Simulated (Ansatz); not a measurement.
# A hypothetical structure for K2MoCl4

This structure for K2MoCl4 is made up. Its elements were placed in a known structure type with a cell scaled to their sizes. What cell does the guess relax to, and how far off was it?

Main program and level: Ansatz 0.2.0; DFT, PBE, plane-wave PAW, files of the set soft_1, scalar-relativistic, no spin, cell and ions relaxed at zero pressure; PAW set soft_1.

## 1. Starting point

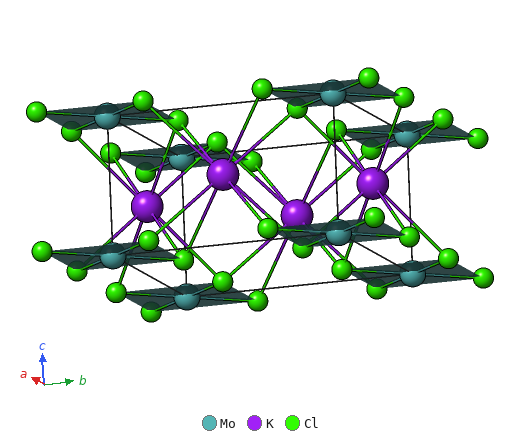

Start, viewed from a free direction; molybdenum teal, potassium purple, chlorine green. Some periodic images of atoms are drawn too.

## 2. Relaxing cell and atoms

The guessed cell has no reason to be at equilibrium. It is relaxed with the atoms, within the space group of the guess.

The input, input.yaml:

```yaml
crystal:
  lattice:
    - [7.041, 0.0, 0.0]
    - [0.0, 7.041, 0.0]
    - [0.0, 0.0, 4.218]
  atoms:
    - { symbol: Mo, position: [0.0, 0.0, 0.0] }
    - { symbol: K, position: [0.5, 0.0, 0.5] }
    - { symbol: K, position: [0.0, 0.5, 0.5] }
    - { symbol: Cl, position: [0.236, 0.764, 0.0] }
    - { symbol: Cl, position: [0.764, 0.764, 0.0] }
    - { symbol: Cl, position: [0.764, 0.236, 0.0] }
    - { symbol: Cl, position: [0.236, 0.236, 0.0] }
kpoints:
  mp_grid: { grid: [4, 4, 6] }
scf:
  occupations: { method: fermi_dirac, width: 0.05 }
hamiltonian:
  xc: pbe
  pseudopotentials: { kind: paw, azcp: { folder: soft_1 } }
relax:
  f_tol: 0.015
  max_steps: 70
  cell: {}
output:
  forces: true
  stress: true
```

Run with:

```bash
$ ansatz run input.yaml --threads 4 --pin off --max-ram 10240MiB --backend cpu --events-out ev --progress --plain --runs-dir out
```

Numbers of over 12 decimals in the logs are rounded to 6 here.

What it wrote:

```text
Engine: ansatz 0.2.0, x86_64-unknown-linux-gnu
Pseudopotentials: kind: paw
Pseudopotential: Mo, paw, valence charge 14, recommended cutoff 420 eV (normal), soft_1/Mo.paw.azcp
Pseudopotential: K, paw, valence charge 9, recommended cutoff 420 eV (normal), soft_1/K.paw.azcp
Pseudopotential: Cl, paw, valence charge 7, recommended cutoff 420 eV (normal), soft_1/Cl.paw.azcp
Functional definition: PBE
  parameter kappa = 0.804
  parameter beta = 0.066725
  exchange = pbe_x(kappa = kappa, mu = beta*pi^2/3)
  correlation = pbe_c(beta = beta)
Crystal: 7 atoms, lattice volume = 209.110 Å³
Basis set: ecut = 420 eV, 4075 PW (Γ), exchange–correlation on 96×96×60 points (8 copies of the dense FFT grid, shifted against one another)
Bands: 37, of which v1, the nominal top of the filled ones, is band 30 counted from 1 (29 counted from 0)
Symmetry: 16 space group operations
Space group: P4/mmm (ITA 123), of the structure as read, at distance tolerance 5.9e-5 Å
k-points: 24 of 96
Non-local potential: Mo, projectors of the file, l = 0: 3, l = 1: 2, l = 2: 2, l = 3: 1
Non-local potential: K, projectors of the file, l = 0: 3, l = 1: 2, l = 2: 2
Non-local potential: Cl, projectors of the file, l = 0: 2, l = 1: 2, l = 2: 1
PAW form: soft (Blöchl's): semilocal exchange-correlation on the pseudo side does not see the compensation charge
PAW one-centre angular grid: Mo, 590 points (default); XC on 64 Gauss nodes
PAW one-centre angular grid: K, 110 points (default); XC on 64 Gauss nodes
PAW one-centre angular grid: Cl, 110 points (default); XC on 64 Gauss nodes
Initial density: superposition of atomic densities (chi_scale 0.1, normalization cell, long waves kept (reshape's long-wave potential 0.02 eV rms))
Initial wavefunctions: pseudopotential atomic-orbital guess
Functional: x = pbe(κ = 0.804, μ = 0.219515), c = pbe(β = 0.066725)
SCF iter   1: F=—  HF=-12359.951935 eV  |F-HF|=—  |Δ(HF+E_count)|=         —  Δρ=4.30e-2  dr2=6.35e0  ethr=3.10e-3  ⟨swp⟩=10.8  Hψ=4685  notcnv=0  defer=1
preconditioner: auto → LDOS  [metal: Δε(μ)=0.005 eV  Ē_g=11.811 eV  σ=0.050 eV  W_gap=0.02  n_scr=38 (ndim 8)  ℏωp=17.8 eV  f_vac=0.081  D(μ)=10.20/eV (n_scr^D=86)  β→1.0]
SCF iter   2: F=—  HF=-12357.583269 eV  |F-HF|=—  |Δ(HF+E_count)|=    2.37e0  Δρ=4.03e-2  dr2=2.29e0  ethr=3.10e-3  ⟨swp⟩=5.4  Hψ=2127  notcnv=0  defer=24
SCF iter   3: F=—  HF=-12357.382580 eV  |F-HF|=—  |Δ(HF+E_count)|=   2.01e-1  Δρ=2.91e-2  dr2=1.17e0  ethr=3.10e-3  ⟨swp⟩=3.2  Hψ=2047  notcnv=0  defer=23
SCF iter   4: F=—  HF=-12357.130349 eV  |F-HF|=—  |Δ(HF+E_count)|=   2.52e-1  Δρ=5.61e-3  dr2=7.16e-2  ethr=1.95e-3  ⟨swp⟩=2.1  Hψ=1088  notcnv=0  defer=24
SCF iter   5: F=—  HF=-12357.126499 eV  |F-HF|=—  |Δ(HF+E_count)|=   3.85e-3  Δρ=2.38e-3  dr2=2.28e-2  ethr=1.19e-4  ⟨swp⟩=2.7  Hψ=1110  notcnv=0  defer=24
SCF iter   6: F=—  HF=-12357.125793 eV  |F-HF|=—  |Δ(HF+E_count)|=   7.06e-4  Δρ=1.47e-3  dr2=1.24e-2  ethr=3.81e-5  ⟨swp⟩=1.0  Hψ=864  notcnv=0  defer=24
SCF iter   7: F=—  HF=-12357.124705 eV  |F-HF|=—  |Δ(HF+E_count)|=   1.09e-3  Δρ=8.86e-4  dr2=5.45e-3  ethr=2.06e-5  ⟨swp⟩=1.9  Hψ=913  notcnv=0  defer=24
SCF iter   8: F=—  HF=-12357.123950 eV  |F-HF|=—  |Δ(HF+E_count)|=   7.55e-4  Δρ=4.92e-4  dr2=1.26e-3  ethr=9.08e-6  ⟨swp⟩=1.9  Hψ=1042  notcnv=0  defer=24
SCF iter   9: F=—  HF=-12357.123811 eV  |F-HF|=—  |Δ(HF+E_count)|=   1.38e-4  Δρ=1.63e-4  dr2=2.39e-5  ethr=2.10e-6  ⟨swp⟩=2.1  Hψ=1159  notcnv=0  defer=24
SCF iter  10: F=—  HF=-12357.123916 eV  |F-HF|=—  |Δ(HF+E_count)|=   1.05e-4  Δρ=5.70e-5  dr2=4.92e-6  ethr=3.98e-8  ⟨swp⟩=2.0  Hψ=1591  notcnv=0  defer=24
SCF iter  11: F=—  HF=-12357.123916 eV  |F-HF|=—  |Δ(HF+E_count)|=   1.08e-7  Δρ=1.50e-5  dr2=3.63e-7  ethr=8.20e-9  ⟨swp⟩=2.1  Hψ=989  notcnv=0  defer=24
SCF iter  12: F=-12357.123916 eV  HF=-12357.123916 eV  |F-HF|=3.24e-9  |Δ(HF+E_count)|=   3.38e-8  Δρ=1.91e-6  dr2=6.78e-9  ethr=1.67e-10  ⟨swp⟩=4.8  Hψ=3129  notcnv=0
SCF 1 converged in 12 iterations: F = -12357.123916 eV  dr2 = 6.78e-9
  greatest PAW one-centre occupation: 0.999 electrons in one spin orbital (limit 2), on the Mo atom at site 0 (counted from 0), in its partial waves of l = 0
relax step   1: F+E_penalty+E_count = -12357.12391637 eV  Δ(F+E_penalty+E_count) = +0.000e0 eV  max|allowed force component| = 3.872e-1 eV/Å  Δτ_max = 0.0000 Å  P = +1.217 GPa  Ω = 209.110 Å³  (12 SCF iters, dr2 threshold 1.00e-7 eV, accepted)
Crystal: 7 atoms, lattice volume = 209.616 Å³
Basis set: ecut = 420 eV, 4093 PW (Γ), exchange–correlation on 96×96×60 points (8 copies of the dense FFT grid, shifted against one another)
Initial density: handed on by an earlier stage of this run
Initial wavefunctions: those handed on with the density
iter 1 solved again at ethr=2.14e-4 eV; its pass at ethr=3.10e-3 eV (dr2=1.28e-1 eV) is discarded
SCF iter   1: F=—  HF=-12357.301228 eV  |F-HF|=—  |Δ(HF+E_count)|=         —  Δρ=7.26e-3  dr2=1.28e-1  ethr=2.14e-4  ⟨swp⟩=2.7  Hψ=5365  notcnv=0
preconditioner: auto → LDOS  [metal: Δε(μ)=0.031 eV  Ē_g=11.439 eV  σ=0.050 eV  W_gap=0.15  n_scr=38 (ndim 8)  ℏωp=17.8 eV  f_vac=0.123  D(μ)=14.19/eV (n_scr^D=140)  β→1.0]
SCF iter   2: F=—  HF=-12357.343463 eV  |F-HF|=—  |Δ(HF+E_count)|=   4.22e-2  Δρ=1.71e-2  dr2=4.09e-1  ethr=2.13e-4  ⟨swp⟩=2.9  Hψ=2044  notcnv=0  recentre
SCF iter   3: F=—  HF=-12357.290564 eV  |F-HF|=—  |Δ(HF+E_count)|=   5.29e-2  Δρ=3.75e-3  dr2=4.96e-2  ethr=2.13e-4  ⟨swp⟩=2.6  Hψ=1857  notcnv=0  defer=12
SCF iter   4: F=—  HF=-12357.285399 eV  |F-HF|=—  |Δ(HF+E_count)|=   5.16e-3  Δρ=1.68e-3  dr2=1.36e-2  ethr=8.26e-5  ⟨swp⟩=1.2  Hψ=977  notcnv=0  defer=12
SCF iter   5: F=—  HF=-12357.283909 eV  |F-HF|=—  |Δ(HF+E_count)|=   1.49e-3  Δρ=9.90e-4  dr2=5.02e-3  ethr=2.26e-5  ⟨swp⟩=1.8  Hψ=889  notcnv=0  defer=12
SCF iter   6: F=—  HF=-12357.283151 eV  |F-HF|=—  |Δ(HF+E_count)|=   7.58e-4  Δρ=1.70e-4  dr2=7.04e-5  ethr=8.37e-6  ⟨swp⟩=2.0  Hψ=1174  notcnv=0  defer=14
SCF iter   7: F=—  HF=-12357.283270 eV  |F-HF|=—  |Δ(HF+E_count)|=   1.19e-4  Δρ=6.22e-5  dr2=1.17e-5  ethr=1.17e-7  ⟨swp⟩=2.9  Hψ=1734  notcnv=0  defer=14
SCF iter   8: F=—  HF=-12357.283276 eV  |F-HF|=—  |Δ(HF+E_count)|=   5.86e-6  Δρ=1.69e-5  dr2=1.01e-6  ethr=1.95e-8  ⟨swp⟩=2.0  Hψ=1211  notcnv=0  defer=14
SCF iter   9: F=-12357.283276 eV  HF=-12357.283276 eV  |F-HF|=1.82e-11  |Δ(HF+E_count)|=   5.83e-9  Δρ=4.29e-6  dr2=3.22e-8  ethr=1.17e-9  ⟨swp⟩=5.0  Hψ=3287  notcnv=0
SCF 2 converged in 9 iterations: F = -12357.283276 eV  dr2 = 3.22e-8
[...]
SCF iter   2: F=—  HF=-12357.419920 eV  |F-HF|=—  |Δ(HF+E_count)|=   1.58e-2  Δρ=1.19e-2  dr2=1.92e-1  ethr=1.09e-4  ⟨swp⟩=2.7  Hψ=1938  notcnv=0  recentre
SCF iter   3: F=—  HF=-12357.397792 eV  |F-HF|=—  |Δ(HF+E_count)|=   2.21e-2  Δρ=2.90e-3  dr2=2.63e-2  ethr=1.09e-4  ⟨swp⟩=2.3  Hψ=1835  notcnv=0  defer=6
SCF iter   4: F=—  HF=-12357.394594 eV  |F-HF|=—  |Δ(HF+E_count)|=   3.20e-3  Δρ=1.11e-3  dr2=5.94e-3  ethr=4.39e-5  ⟨swp⟩=1.0  Hψ=948  notcnv=0  defer=8
SCF iter   5: F=—  HF=-12357.393808 eV  |F-HF|=—  |Δ(HF+E_count)|=   7.86e-4  Δρ=8.61e-4  dr2=1.79e-3  ethr=9.91e-6  ⟨swp⟩=1.8  Hψ=922  notcnv=0  defer=8
SCF iter   6: F=—  HF=-12357.393680 eV  |F-HF|=—  |Δ(HF+E_count)|=   1.27e-4  Δρ=1.72e-4  dr2=1.27e-4  ethr=2.99e-6  ⟨swp⟩=2.0  Hψ=941  notcnv=0  defer=8
SCF iter   7: F=—  HF=-12357.393725 eV  |F-HF|=—  |Δ(HF+E_count)|=   4.47e-5  Δρ=3.27e-5  dr2=2.74e-6  ethr=2.12e-7  ⟨swp⟩=2.0  Hψ=1214  notcnv=0  defer=9
SCF iter   8: F=-12357.393726 eV  HF=-12357.393726 eV  |F-HF|=3.82e-8  |Δ(HF+E_count)|=   9.65e-7  Δρ=1.47e-5  dr2=4.47e-7  ethr=1.17e-9  ⟨swp⟩=5.0  Hψ=3542  notcnv=0
SCF 3 converged in 8 iterations: F = -12357.393726 eV  dr2 = 4.47e-7
relax step   3: F+E_penalty+E_count = -12357.39372596 eV  Δ(F+E_penalty+E_count) = -1.105e-1 eV  max|allowed force component| = 3.362e-2 eV/Å  Δτ_max = 0.0240 Å  P = -0.382 GPa  Ω = 205.925 Å³  energy of the carried Pulay correction = +1.040e-4 eV  (8 SCF iters, dr2 threshold 7.00e-7 eV, accepted)
[...]
relax step   4: F+E_penalty+E_count = -12357.47829294 eV  Δ(F+E_penalty+E_count) = -8.457e-2 eV  max|allowed force component| = 4.183e-2 eV/Å  Δτ_max = 0.0236 Å  P = -0.178 GPa  Ω = 199.631 Å³  energy of the carried Pulay correction = +3.142e-4 eV  (8 SCF iters, dr2 threshold 7.00e-7 eV, accepted)
[...]
relax step   5: F+E_penalty+E_count = -12357.50540563 eV  Δ(F+E_penalty+E_count) = -2.711e-2 eV  max|allowed force component| = 7.543e-3 eV/Å  Δτ_max = 0.0399 Å  P = +0.211 GPa  Ω = 194.873 Å³  energy of the carried Pulay correction = +4.775e-4 eV  (7 SCF iters, dr2 threshold 7.00e-7 eV, accepted)
[...]
relax step   6: F+E_penalty+E_count = -12357.50863732 eV  Δ(F+E_penalty+E_count) = -3.232e-3 eV  max|allowed force component| = 1.117e-2 eV/Å  Δτ_max = 0.0055 Å  P = +0.004 GPa  Ω = 198.149 Å³  energy of the carried Pulay correction = +3.646e-4 eV  (7 SCF iters, dr2 threshold 4.36e-7 eV, accepted)
Basis set: ecut = 420 eV, 3875 PW (Γ), exchange–correlation on 108×108×48 points (8 copies of the dense FFT grid, shifted against one another)
Initial wavefunctions: pseudopotential atomic-orbital guess (no wavefunctions were taken with the density)
iter 1 solved again at ethr=1.31e-6 eV; its pass at ethr=3.10e-3 eV (dr2=7.83e-4 eV) is discarded
SCF iter   1: F=—  HF=-12357.508702 eV  |F-HF|=—  |Δ(HF+E_count)|=         —  Δρ=9.29e-5  dr2=1.56e-6  ethr=1.31e-6  ⟨swp⟩=3.0  Hψ=6663  notcnv=0
eigensolver tolerance schedule: the retry pair's looser diagonalisation over-reported the residual by 502.42 of it (diagonalisation noise at 0.27 of the residual, at the tolerance the schedule requests for it); recorded, not acted on — ethr = c·dr2/N_el stays at c = 1.0e-1
preconditioner: auto → LDOS  [metal: Δε(μ)=0.026 eV  Ē_g=11.497 eV  σ=0.050 eV  W_gap=0.13  n_scr=38 (ndim 8)  ℏωp=18.3 eV  f_vac=0.142  D(μ)=7.01/eV (n_scr^D=54)  β→1.0]
SCF iter   2: F=—  HF=-12357.509056 eV  |F-HF|=—  |Δ(HF+E_count)|=   3.55e-4  Δρ=1.25e-5  dr2=3.13e-7  ethr=2.59e-9  ⟨swp⟩=2.8  Hψ=1728  notcnv=0
SCF iter   3: F=—  HF=-12357.509056 eV  |F-HF|=—  |Δ(HF+E_count)|=   4.89e-8  Δρ=9.27e-6  dr2=1.20e-7  ethr=5.22e-10  ⟨swp⟩=2.0  Hψ=1614  notcnv=0
SCF iter   4: F=—  HF=-12357.509056 eV  |F-HF|=—  |Δ(HF+E_count)|=   1.64e-8  Δρ=3.26e-6  dr2=1.70e-8  ethr=2.00e-10  ⟨swp⟩=2.5  Hψ=1394  notcnv=0
SCF iter   5: F=—  HF=-12357.509056 eV  |F-HF|=—  |Δ(HF+E_count)|=   2.32e-9  Δρ=1.61e-6  dr2=3.68e-9  ethr=2.83e-11  ⟨swp⟩=2.0  Hψ=1190  notcnv=0
SCF iter   6: F=—  HF=-12357.509056 eV  |F-HF|=—  |Δ(HF+E_count)|=  3.84e-10  Δρ=6.30e-7  dr2=2.35e-9  ethr=6.14e-12  ⟨swp⟩=2.5  Hψ=1550  notcnv=0
SCF iter   7: F=—  HF=-12357.509056 eV  |F-HF|=—  |Δ(HF+E_count)|=  3.53e-10  Δρ=2.63e-7  dr2=3.18e-10  ethr=3.92e-12  ⟨swp⟩=2.0  Hψ=945  notcnv=0
SCF iter   8: F=-12357.509056 eV  HF=-12357.509056 eV  |F-HF|=9.09e-12  |Δ(HF+E_count)|=  1.46e-11  Δρ=8.41e-8  dr2=1.61e-11  ethr=1.00e-12  ⟨swp⟩=3.8  Hψ=3524  notcnv=0
SCF 7 converged in 8 iterations: F = -12357.509056 eV  dr2 = 1.61e-11
relax step   7: F+E_penalty+E_count = -12357.50905604 eV  Δ(F+E_penalty+E_count) = -4.187e-4 eV  max|allowed force component| = 1.094e-2 eV/Å  Δτ_max = 0.0000 Å  P = +0.004 GPa  Ω = 198.149 Å³  stress off target by 2.76e-2 GPa  SCF on the basis re-selected at this cell (its energy is not comparable with the rows above)  (8 SCF iters)
basis re-selected at this cell: Δ(F+E_penalty+E_count) = -4.187e-4 eV, ΔP = -0.000 GPa vs the last step (what re-selecting the basis moved, of the pressure what is left beyond the Pulay correction that the steps carried, after the strain that the cell walked since its last selection, with what the two solves' SCF thresholds leave and, on support functions, any second-order correction that the steps lacked; it is no measure of the basis error at this ecutwfc). The dense FFT grid was sized anew with the basis: this SCF ran on 54×54×24 points, the steps before it on 48×48×30, so part of this shift can come from that change (see relax.cell in the input reference). [rest of the remark cut]
SCF converged after 8 iterations
Free energy (F): -12357.509056 eV
Harris-Foulkes:  -12357.509056 eV  (|F-HF|=9.09e-12)
Internal energy: -12357.451065 eV  (E = F + TS)
E sigma→0 (E₀):  -12357.480060 eV
Entropy (-TS):   -0.057991 eV (-8.284 meV/atom)
Fermi energy:    5.208991 eV
--- Per-component energies (eV) ---
  E_band       = -554.389144
  E_kinetic    = 1541.609076
  E_local      = -4572.233413  (includes V_loc(G=0)·N_el)
  E_nonlocal   = 301.758669
  E_hartree    = 1709.738763
  E_xc         = -875.480629
  E_vxc        = -1014.418021  (∫ρ·V_xc dr)
  E_paw        = -7413.272209  (= ΣΔE_a)
  E_vpaw       = -230.583509  (= ΣTr[D̂ρ^β])
  E_aug_tail   = 0.000462  (compensation charges beyond the density's cutoff)
  E_ewald      = -3049.571784
  E_smearing   = -0.057991  (= −TS)
  E_closure    = 0.000000  (closes the sum)
  Σ components = -12357.509056   (vs F -12357.509056, Δ=0.00e0)
--- Forces (eV/Å), atoms counted from 1 ---
  atom   1  Mo     0.00000000     0.00000000     0.00000000
  atom   2  K      0.00000000     0.00000000     0.00000000
  atom   3  K      0.00000000    -0.00000000     0.00000000
  atom   4  Cl     0.01093786    -0.01093786     0.00000000
  atom   5  Cl    -0.01093786    -0.01093786     0.00000000
  atom   6  Cl    -0.01093786     0.01093786     0.00000000
  atom   7  Cl     0.01093786     0.01093786     0.00000000
  max |Σ_I F_I| component: 3.47e-18 eV/Å
--- Stress (GPa, compression-positive) ---
        0.019628      -0.000000       0.000000
       -0.000000       0.019628       0.000000
        0.000000       0.000000      -0.027637
  P = ⅓ Tr σ = 0.0039 GPa (0.039 kbar)
--- Relaxed structure (6 steps of the walk, 6 accepted, 1 SCFs on fresh bases) ---
  F+E_penalty+E_count = -12357.50905604 eV   max|allowed force component| = 1.094e-2 eV/Å   (the final SCF, on the basis selected at the relaxed cell)
  cell:  # Å, volume = 198.1494 Å³
    - [7.537441, 0, 0.0]
    - [0, 7.537441, 0.0]
    - [0.0, 0.0, 3.487746]
  atoms:
    - { symbol: Mo, position: [4.927491765308363e-19, 0, 0.0] }
    - { symbol: K, position: [0.5, 0, 0.5] }
    - { symbol: K, position: [4.927491765308357e-19, 0.5, 0.5] }
    - { symbol: Cl, position: [0.226594, 0.773406, 0.0] }
    - { symbol: Cl, position: [0.773406, 0.773406, 0.0] }
    - { symbol: Cl, position: [0.773406, 0.226594, 0.0] }
    - { symbol: Cl, position: [0.226594, 0.226594, 0.0] }
```

The job ended after 13 s (4 threads of INTEL XEON PLATINUM 8581C at 2.10GHz (Emerald Rapids), shared host; peak memory 0.67 GiB).

This run has no spin polarisation, although Mo can carry a moment.

Relaxation path:

```
step  energy less that of the first step (eV)  largest force component (eV/Å)  pressure (GPa)  volume (Å³)
   1                                   0.0000                          0.3872            1.22       209.11
   2                                  -0.1594                          0.0327           -0.15       209.62
   3                                  -0.2698                          0.0336           -0.38       205.93
   4                                  -0.3544                          0.0418           -0.18       199.63
   5                                  -0.3815                          0.0075            0.21       194.87
   6                                  -0.3847                          0.0112            0.00       198.15
  7*                                  -0.3851                          0.0109            0.00       198.15
```

Relaxation steps marked * repeat the geometry before them on a plane-wave basis chosen anew for their cell, so energy and pressure can jump there.

The run keeps the 16 symmetry operations that it works with, so distortions that break them were not tested.

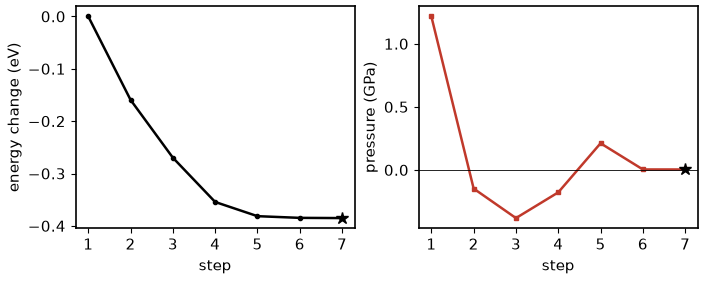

Energy and pressure along the relaxation. Stars mark steps on a basis chosen anew.

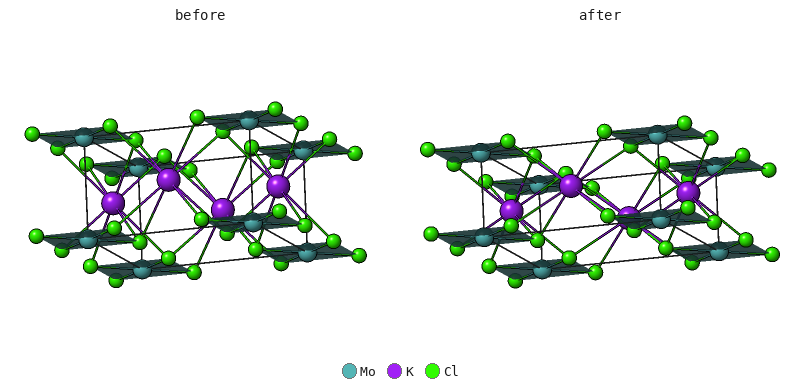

Before and after, at one scale.

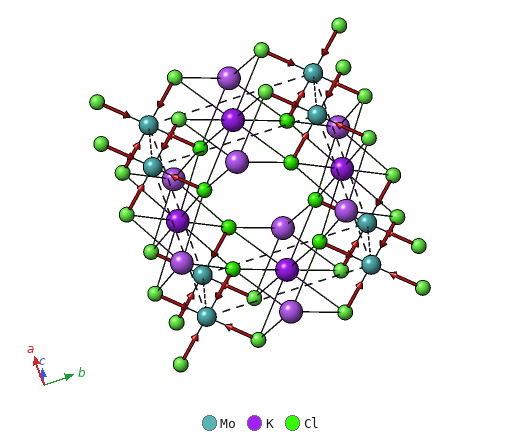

Displacements in the relaxation, exaggerated, measured against the changing cell; the longest in the cell stands for 0.10 Å. Some periodic images of atoms are drawn too.

| cell as run | before | after | change |
| --- | --- | --- | --- |
| a (Å) | 7.041 | 7.537 | +7.1 % |
| b (Å) | 7.041 | 7.537 | +7.1 % |
| c (Å) | 4.218 | 3.488 | -17.3 % |
| volume (Å³/atom) | 29.87 | 28.31 | -5.2 % |

The atoms that moved most (Å, as changes of fractional coordinates times the final cell):

```
atom      dx      dy     dz  length
 Cl4  -0.071   0.071  0.000   0.100
 Cl7  -0.071  -0.071  0.000   0.100
 Cl6   0.071  -0.071  0.000   0.100
 Cl5   0.071   0.071  0.000   0.100
```

The relaxed structure:

```
Mo K Cl
1.0
     7.53744    0.00000    0.00000
     0.00000    7.53744    0.00000
     0.00000    0.00000    3.48775
Mo K Cl
1 2 4
Direct
  0.00000 0.00000 0.00000
  0.50000 0.00000 0.50000
  0.00000 0.50000 0.50000
  0.22659 0.77341 0.00000
  0.77341 0.77341 0.00000
  0.77341 0.22659 0.00000
  0.22659 0.22659 0.00000
```

This step gave:

* free energy: -12357.5091 eV
* energy at zero smearing: -12357.4801 eV
* smearing term TS: 0.05799 eV
* Fermi energy: 5.209 eV
* electrons: 60
* symmetry operations: 16
* pressure: 0.003873 GPa

The shortest distance of each pair, which need not be the same contact before and after:

```csv
pair,guess (Å),relaxed (Å)
Cl–Mo,2.350,2.415
Cl–K,3.266,3.195
Cl–Cl,3.323,3.416
Mo–Mo,4.218,3.488
K–K,4.218,3.488
```

The relaxation ends with a largest force component of 0.011 eV/Å and a pressure of 0.00 GPa.

## 3. Summary of results

| Property | Result |
| --- | --- |
| space group, relaxed | P4/mmm |
| conventional cell | a = 7.537, b = 7.537, c = 3.488 Å; α = 90.0°, β = 90.0°, γ = 90.0° |
| volume per atom | 28.31 Å³ (guess 29.87) |

K2MoCl4 relaxes to P4/mmm with a = 7.537, b = 7.537 and c = 3.488 Å. The guessed volume was 6 % too large. The space group P4/mmm was held in the relaxation, so the end point is a stationary structure within it and may be a saddle against distortions or other arrangements. Mesh and cutoff weren't tested. A vector of the cell changed its length by 17 %, more than the volume shows. No dispersion term is used, so weakly bound directions may come out too long. The runs have no spin, and magnetism wasn't tested. Nothing here tests whether the compound is stable against decomposition.

[Logs are printed without paths, hosts, clocks, repeated set-up lines and the standing remarks that a program may print on its own settings, such as how far it seeks lower states.]

[Hosts, paths, dates, database ids (printed as entryN), source tags and the programs' standing remarks are cut or masked in the printed files.]
